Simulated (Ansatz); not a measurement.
# Is GeBMo3 (Mo3GeB antiperovskite) a stable metal?, part 2 of 2

Question: is the lattice of GeBMo3 (Mo3GeB antiperovskite) stable, and if so, what are its coupling constant and resistivity?

Ansatz 0.2.0; DFT PBE, scalar-relativistic, plane waves, PAW; PAW set soft_1.

So far. Step 2 (Relaxation): The largest force is now zero by symmetry and the largest stress component 0.0025 GPa, small enough for phonons. The relaxed cell has a = 4.184 Å (conventional setting).

The structure was built from a prototype and need not be the compound's stable phase.

## Step 3: Phonons: q 2×2×2, k 4×4×4

Couplings are defined for a stable lattice alone, so phonons come first.

input.yaml

```yaml
crystal:
  lattice:
    - [4.1842482805, 0.0, 0.0]
    - [0.0, 4.1842482805, 0.0]
    - [0.0, 0.0, 4.1842482805]
  atoms:
    - { symbol: Ge, position: [0.0, 0.0, 0.0] }
    - { symbol: Mo, position: [0.5, 0.5, 0.0] }
    - { symbol: Mo, position: [0.5, 0.0, 0.5] }
    - { symbol: Mo, position: [0.0, 0.5, 0.5] }
    - { symbol: B, position: [0.5, 0.5, 0.5] }
kpoints:
  mp_grid: { grid: [4, 4, 4] }
hamiltonian:
  xc: pbe
  pseudopotentials: { kind: paw, azcp: { folder: soft_1 } }
scf:
  occupations: { method: methfessel_paxton, width: 0.2 }
output:
  eigenvalues: true
phonons:
  method: dfpt
  qmesh: [2, 2, 2]
  temperatures: { t_max: 1000, t_step: 50 }
  qpath:
    path:
      - [[0.0, 0.0, 0.0], [0.0, 0.5, 0.0], [0.5, 0.5, 0.0], [0.0, 0.0, 0.0], [0.5, 0.5, 0.5], [0.0, 0.5, 0.0]]
      - [[0.5, 0.5, 0.5], [0.5, 0.5, 0.0]]
    npoints: 10
```

Run with:

```bash
ansatz run input.yaml --threads 4 --pin off --max-ram 20480MiB --backend cpu --events-out ev --progress --plain --runs-dir out
```

Numbers of over 12 decimals in the logs are rounded to 6 here.

What it wrote:

```text
[...]
Crystal: 5 atoms, lattice volume = 73.258 Å³
Basis set: ecut = 420 eV, 1365 PW (Γ), exchange–correlation on 60×60×60 points (8 copies of the dense FFT grid, shifted against one another)
Bands: 36, of which v1, the nominal top of the filled ones, is band 30 counted from 1 (29 counted from 0)
Symmetry: 48 space group operations
k-points: 10 of 64
[...]
SCF iter   1: F=—  HF=-19324.679128 eV  |F-HF|=—  |Δ(HF+E_count)|=         —  Δρ=1.46e-1  dr2=2.57e1  ethr=3.10e-3  ⟨swp⟩=5.2  Hψ=1252  notcnv=0
[...]
SCF iter  10: F=-19317.782677 eV  HF=-19317.782677 eV  |F-HF|=0.00e0  |Δ(HF+E_count)|=  1.60e-10  S|Δr|=    0.00e0  Δρ=1.39e-7  dr2=8.24e-12  ethr=1.00e-12  ⟨swp⟩=4.9  Hψ=1810  notcnv=0
SCF 1 converged in 10 iterations: F = -19317.782677 eV  dr2 = 8.24e-12
[...]
phonons: the bands overlap, so this run is a metal and interpolates without the dipole-dipole term. If the crystal is really an insulator or semiconductor, its LO-TO splitting is missing
NSCF: frozen V_eff on 10 k-points
[...]
DFPT response loops at q = (0, 0, 0) (fractional): preconditioner auto → Kerker (q_TF=auto, 2.632 Å⁻¹) (partly filled bands, converged f_vac=0.000); β = 1.00, the filter's whole step (`scf.mixing.beta` (0.50) is not read by the response loops under this deck's `scf.mixing.preconditioner`; to damp them name `kerker` or `kerker_dos`, under which they read `scf.mixing.beta`, and type it under 1.00, their step now; both keys bind the ground state too); Broyden in place of MSR1
[...]
SCF converged after 10 iterations
Stability not checked: this state was not tested for a lower state beside it, because cold or Methfessel-Paxton smearing, or corrected tetrahedra, fill the levels in a way that the test cannot read (fill_not_monotonic; see scf.lower_state_search)
Free energy (F): -19317.782677 eV
[...]
Internal energy: -19317.789604 eV  (E = F + TS)
E sigma→0 (E₀):  -19317.784409 eV
Entropy (-TS):   0.006928 eV (1.386 meV/atom)
Fermi energy:    17.206872 eV
[...]
--- Band table (eV; the first three rows and the last of 10) ---
  k-point 0: bands = [... 26 lower, 15.7510, 17.4156, 17.4156, 17.4156, 18.3753, 18.3753, 18.9879, 18.9879, ... 2 higher]
  k-point 1: bands = [... 26 lower, 14.9959, 16.1332, 17.0107, 17.6062, 17.6062, 18.3837, 19.2561, 19.4455, ... 2 higher]
  k-point 2: bands = [... 26 lower, 15.4148, 16.3921, 16.5717, 17.3241, 17.3241, 17.8865, 18.5931, 18.9431, ... 2 higher]
  k-point 9: bands = [... 26 lower, 15.9714, 15.9714, 16.1183, 16.1183, 16.1183, 18.1280, 18.1280, 18.3645, ... 2 higher]
--- Phonons (Γ-DFPT): 4 representative perturbations + reference (Σ response iterations 13) ---
  ASR residual: 4.628e-5 → 0.000e0 eV/Å²; symmetrization residual: 2.355e-6 eV/Å²
  ASR residual per site (eV/Å²): 2.77e-5 3.64e-5 3.64e-5 3.64e-5 4.63e-5
  Γ frequencies (cm⁻¹): -63.26 -63.26 -63.26 0.00 0.00 0.00 100.72 100.72 100.72 122.24 122.24 122.24 742.14 742.14 742.14
--- Phonons (arbitrary-q DFPT): 4 irreducible q on the 2×2×2 mesh ---
  q = [0.0000, 0.0000, 0.0000] (star 1, of the zone-centre solve; hermiticity 2.00e-7, symmetrization 2.61e-13): -63.26 -63.26 -63.26 -0.00 -0.00 0.00 100.72 100.72 100.72 122.24 122.24 122.24 742.14 742.14 742.14
  q = [0.0000, 0.0000, -0.5000] (star 3, 9 solved perturbations in 216 linear systems a pass and spin channel, the states on 27 of 64 k-point pairs; hermiticity 2.20e-7, symmetrization 1.28e-12): -42.41 -42.41 -39.52 -39.52 82.31 107.53 107.53 115.12 115.12 123.13 142.73 250.74 644.12 735.89 735.89
[...]
sum rule: each row above includes the acoustic sum rule's correction from the zone centre's row sums; it moved no ω² by more than (1.08 cm⁻¹)²
  mesh force constants: q→R imaginary residual 1.55e-18; ASR residual 4.628e-5 → 0.000e0 eV/Å²; symmetrization residual 1.421e-14 eV/Å²
  interpolated dispersion: 62 rows × 15 modes
  density of states and harmonic sums: on the 16×16×16 q-mesh, interpolated from the force constants of a 2×2×2 supercell (no non-analytic term)
  largest difference from the sums on the solved wave vectors: F 3.23e-1 eV, S 4.26e-4 and C_V 1.06e-4 eV/K
  zero-point energy: 0.202640 eV/cell   skipped modes (ω ≤ 0): 338, of them read as no rigid motion or as one in doubt: 335 (1.802e0 modes/cell left out, lowest -106.74 cm⁻¹)   left out of the sums: 1.20e-1 of the cell's modes: C_V's classical limit lies that fraction below 3 k_B per atom; for a crystal, a wire or a layer, F and S can be off by more, and a phonons.interpolated_qmesh denser along its periods is the remedy for the sampling
```

It took 1.7 min on 4 threads of Arm Neoverse N1, shared host; peak memory 0.6 GiB.

Numbers from this step:

```
share of imaginary modes in the plain interpolation between solved wavevectors : 0.121
highest frequency, solved or plainly interpolated                              : 742.1 cm⁻¹
```

Solved on the 2×2×2 mesh alone; all other wavevectors are interpolated. The phonon branches at the labelled points (cm⁻¹):

```csv
point,branch 1,branch 2,branch 3,branch 4,branch 12,branch 13,branch 14,branch 15
Γ,-63,-63,-63,0,122,742,742,742
X,-42,-42,-40,-40,251,644,736,736
M,-77,39,90,90,233,670,670,702
Γ,-63,-63,-63,0,122,742,742,742
R,-107,-107,-107,111,265,686,686,686
X,-42,-42,-40,-40,251,644,736,736
jump to R,-107,-107,-107,111,265,686,686,686
M,-77,39,90,90,233,670,670,702
```

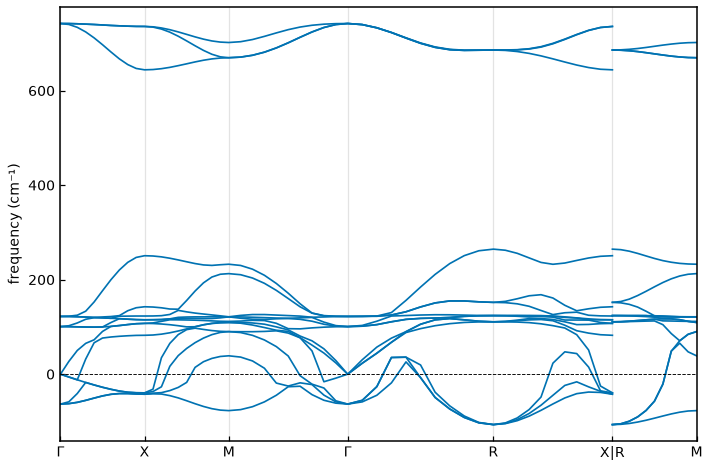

Phonon branches along the path.

Lowest modes at the softest wavevector of the mesh. The modes at q = (0.500, 0.500, 0.500) (shares of kinetic energy by element, %) (negative means imaginary):

| mode | frequency (cm⁻¹) | Ge % | Mo % | B % |
| --- | --- | --- | --- | --- |
| 1 | -106.7 | 0 | 100 | 0 |
| 2 | -106.7 | 0 | 100 | 0 |
| 3 | -106.7 | 0 | 100 | 0 |
| 4 | 110.8 | 28 | 72 | 0 |
| 5 | 110.8 | 28 | 72 | 0 |
| 6 | 110.8 | 28 | 72 | 0 |

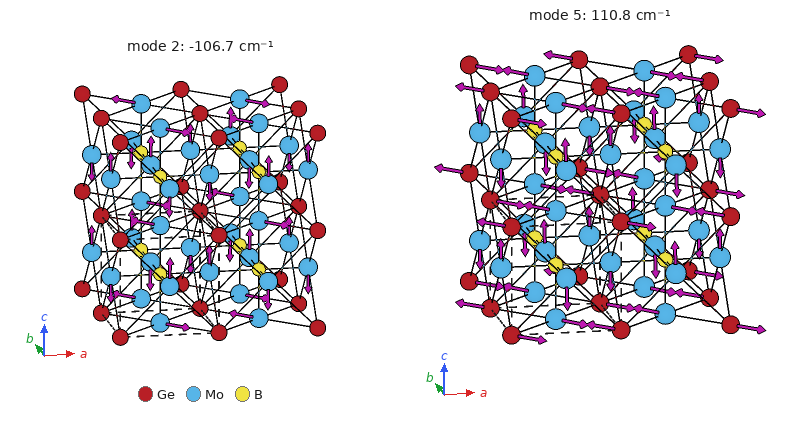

Displacement patterns of modes 2 and 5 at q = (0.500, 0.500, 0.500); arrows are exaggerated. 2×2×2 cells are drawn. Some periodic images of atoms are drawn too.

Among the solved wavevectors the lowest mode, translations apart, is -107 cm⁻¹, imaginary.

## Step 4: Lattice stability: q 2×2×2, k 6×6×6

An imaginary mode on so few k-points may come from the sampling, so the phonons are repeated with another k mesh.

Edit input.yaml of step 3 so:

```diff
@@ -12,3 +12,3 @@
 kpoints:
-  mp_grid: { grid: [4, 4, 4] }
+  mp_grid: { grid: [6, 6, 6] }
 hamiltonian:
```

The mesh is denser.

What it wrote:

```text
[...]
Crystal: 5 atoms, lattice volume = 73.258 Å³
Basis set: ecut = 420 eV, 1365 PW (Γ), exchange–correlation on 60×60×60 points (8 copies of the dense FFT grid, shifted against one another)
Bands: 36, of which v1, the nominal top of the filled ones, is band 30 counted from 1 (29 counted from 0)
Symmetry: 48 space group operations
k-points: 20 of 216
[...]
SCF iter   1: F=—  HF=-19324.730496 eV  |F-HF|=—  |Δ(HF+E_count)|=         —  Δρ=1.47e-1  dr2=2.57e1  ethr=3.10e-3  ⟨swp⟩=5.1  Hψ=2599  notcnv=0
[...]
SCF iter  12: F=-19317.789028 eV  HF=-19317.789028 eV  |F-HF|=3.64e-12  |Δ(HF+E_count)|=    0.00e0  S|Δr|=    0.00e0  Δρ=2.65e-8  dr2=4.07e-13  ethr=1.00e-12  ⟨swp⟩=5.5  Hψ=2870  notcnv=0
the search or the solves at the SCF's close seem to have found levels that the self-consistency loop had missed (the run counts 1). By its estimate they hold under 1e-12 electrons; where the run keeps them, the occupations were computed again with them
SCF 1 converged in 12 iterations: F = -19317.789028 eV  dr2 = 4.07e-13
[...]
SCF converged after 12 iterations
[...]
Free energy (F): -19317.789028 eV
[...]
Internal energy: -19317.791828 eV  (E = F + TS)
E sigma→0 (E₀):  -19317.789728 eV
Entropy (-TS):   0.002800 eV (0.560 meV/atom)
Fermi energy:    17.247037 eV
[...]
--- Band table (eV; the first three rows and the last of 20) ---
  k-point 0: bands = [... 26 lower, 15.7512, 17.4161, 17.4161, 17.4161, 18.3624, 18.3624, 18.9821, 18.9821, ... 2 higher]
  k-point 1: bands = [... 26 lower, 15.3211, 16.5795, 17.2165, 17.6474, 17.6474, 18.3731, 19.2709, 19.2709, ... 2 higher]
  k-point 2: bands = [... 26 lower, 14.8610, 16.1640, 16.7992, 17.4729, 17.4729, 18.3049, 18.8248, 19.2775, ... 2 higher]
  k-point 19: bands = [... 26 lower, 15.9694, 15.9694, 16.1106, 16.1106, 16.1106, 18.1299, 18.1299, 18.3678, ... 2 higher]
[...]
ASR residual: 5.077e-6 → 0.000e0 eV/Å²; symmetrization residual: 2.466e-6 eV/Å²
  ASR residual per site (eV/Å²): 1.52e-6 5.08e-6 5.08e-6 5.08e-6 1.76e-6
[...]
--- Phonons (arbitrary-q DFPT): 4 irreducible q on the 2×2×2 mesh ---
[...]
interpolated dispersion: 62 rows × 15 modes
[...]
```

It took 3.6 min on 4 threads; peak memory 0.81 GiB; 14 min of CPU time.

Numbers from this step:

- share of imaginary modes in the plain interpolation between solved wavevectors: 0.0983
- highest frequency, solved or plainly interpolated: 743.4 cm⁻¹

Solved on the 2×2×2 mesh alone; all other wavevectors are interpolated. The phonon branches at the labelled points (cm⁻¹):

```
    point  branch 1  branch 2  branch 3  branch 4  branch 12  branch 13  branch 14  branch 15
        Γ       -62       -62       -62         0        121        743        743        743
        X       -48       -48        48        48        254        666        734        734
        M       -84        76       101       101        234        672        672        741
        Γ       -62       -62       -62         0        121        743        743        743
        R       -95       -95       -95       122        264        691        691        691
        X       -48       -48        48        48        254        666        734        734
jump to R       -95       -95       -95       122        264        691        691        691
        M       -84        76       101       101        234        672        672        741
```

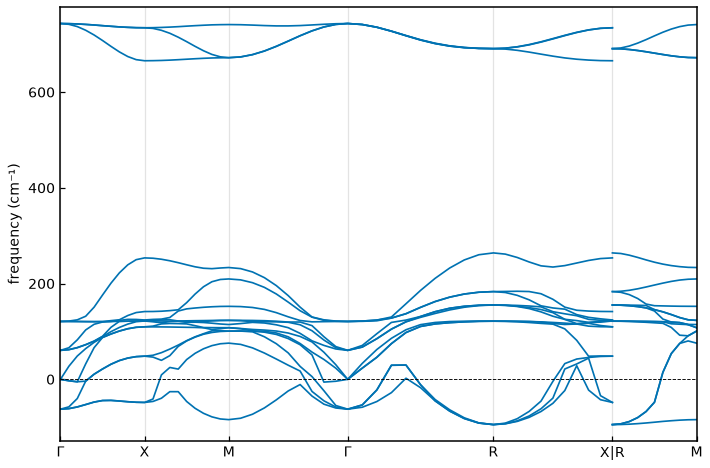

Phonon branches along the path.

Lowest modes at the softest wavevector of the mesh. The modes at q = (0.500, 0.500, 0.500) (shares of kinetic energy by element, %) (negative means imaginary):

```
mode  frequency (cm⁻¹)  Ge %  Mo %  B %
   1             -94.6     0   100    0
   2             -94.6     0   100    0
   3             -94.6     0   100    0
   4             121.5    95     5    0
   5             121.5    95     5    0
   6             121.5    95     5    0
```

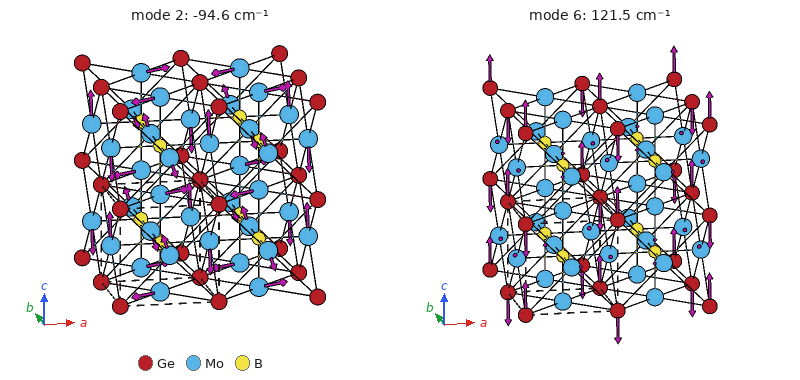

Displacement patterns of modes 2 and 6 at q = (0.500, 0.500, 0.500); arrows are exaggerated. 2×2×2 cells are drawn. Some periodic images of atoms are drawn too.

The modes has structure finer than the step of the table below, so its rows give means over 50 cm⁻¹, whole bins alone (the curve runs from -103 to 776 cm⁻¹). Peaks (cm⁻¹: height): B 681.7: 0.0385, 731.5: 0.0470; Ge 118.3: 0.133; Mo -30.9: 0.0267, 40.9: 0.0370, 112.7: 0.0615, 234.3: 0.0227.

Phonopy on the run's constants, 13x13x13 mesh, Gaussian sigma 6.3 cm⁻¹. Modes against wavenumber; means over each step; values in 1/cm⁻¹/cell:

```csv
wavenumber (cm⁻¹),B,Ge,Mo
-50,9.4e-5,1.6e-4,0.0190
0,1.3e-4,4.2e-4,0.0111
50,4.0e-4,0.00184,0.0284
100,0.00168,0.0416,0.0449
150,0.00115,0.0159,0.0440
200,4.7e-4,3.9e-5,0.0143
250,1.3e-4,2.4e-5,0.00969
300,0,0,3.3e-6
350,0,0,0
400,0,0,0
450,0,0,0
500,0,0,0
550,0,0,0
600,0,0,0
650,0.00566,1.4e-6,6.3e-5
700,0.0337,7.4e-6,0.00191
750,0.0166,0,0.00208
```

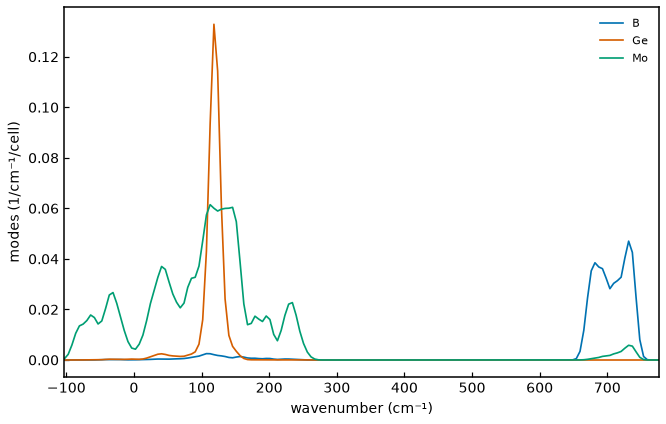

Modes against wavenumber.

No LO-TO term; unit eigenvectors of the mass-weighted matrix. The modes at Γ (shares of kinetic energy by element, %) (negative means imaginary):

```
mode  frequency (cm⁻¹)  symmetry  Ge %  Mo %  B %
   1             -62.4       T2u     0   100    0
   2             -62.4       T2u     0   100    0
   3             -62.4       T2u     0   100    0
   4               0.0       T1u    20    78    3
   5               0.0       T1u    20    78    3
   6               0.0       T1u    20    78    3
   7              60.5       T1u     2    91    7
   8              60.5       T1u     2    91    7
   9              60.5       T1u     2    91    7
  10             120.9       T1u    79    20    1
  11             120.9       T1u    79    20    1
  12             120.9       T1u    79    20    1
  13             743.4       T1u     0    11   89
  14             743.4       T1u     0    11   89
  15             743.4       T1u     0    11   89
```

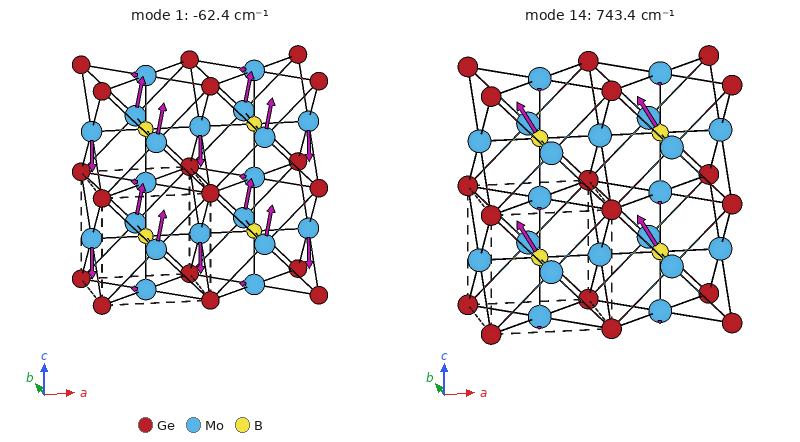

Displacement patterns of modes 1 and 14 at Γ; arrows are exaggerated. 2×1×2 cells are drawn. Some periodic images of atoms are drawn too.

Among the solved wavevectors the lowest mode, translations apart, is -94.6 cm⁻¹, imaginary.

## Step 5: Results

```
phonon run of the rows without a label of their own : PBE, q 2×2×2, k 6×6×6
softest mode on the q mesh                          : -94.6 cm⁻¹ at q = (0.5, 0.5, 0.5)
highest frequency, solved or plainly interpolated   : 743 cm⁻¹
```

What this shows: The lattice is dynamically unstable at this level: a mode at q = (0.5, 0.5, 0.5) is imaginary, 94.6i cm⁻¹, so no harmonic coupling constant or resistivity is defined for this structure. These meshes are coarse, and single modes of a metal can move by tens of cm⁻¹ with the k mesh. The phonon runs are not spin-polarised. The structure was built by hand as an ordered model, and its stability against other phases was not tested.

[Logs are printed without paths, hosts, clocks, repeated set-up lines and the standing remarks that a program may print on its own settings, such as how far it seeks lower states.]

[Hosts, paths, dates, database ids (printed as entryN), source tags and the programs' standing remarks are cut or masked in the printed files.]
